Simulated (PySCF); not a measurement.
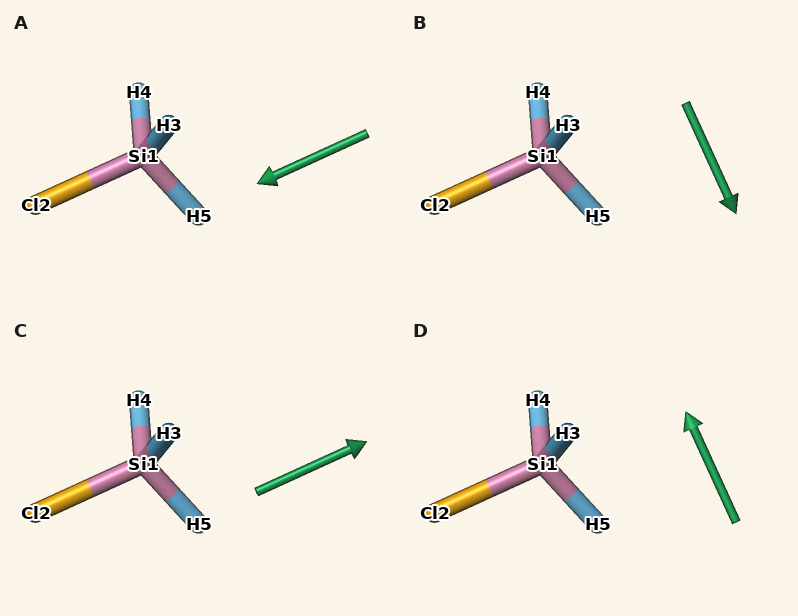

The same molecule four times, each with an arrow. The geometry was computed by an optimisation with PBE0-D3(BJ)/def2-SVP. No frequency run is at hand to confirm it as a minimum. Method: ωB97X-D/def2-SVPD, gas phase (PySCF 2.14.0).

### Which arrow points along the dipole moment, from the negative to the positive end?

C. The dipole moment is 1.44 D; it points from the side of Cl2 to the side of H3, H4, H5 (the outermost atoms at the two ends).
